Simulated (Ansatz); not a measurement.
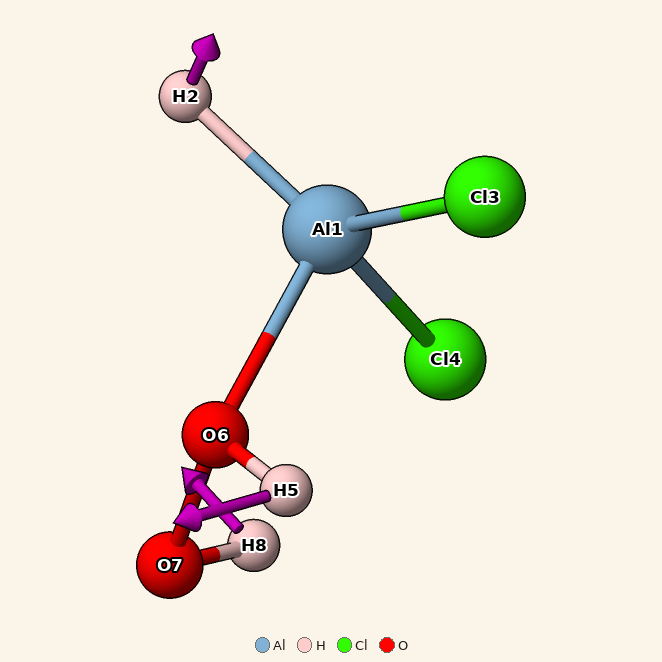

The arrows show one normal mode. Harmonic vibrations computed with RKS PBE0-D4/def2-TZVP (Ansatz 0.2.0) at a stationary point of the same level.

Describe the motion.

Mostly angle bending.

Estimate its harmonic wavenumber.

674 cm⁻¹; it is mode 12 of 18 counted from the lowest.
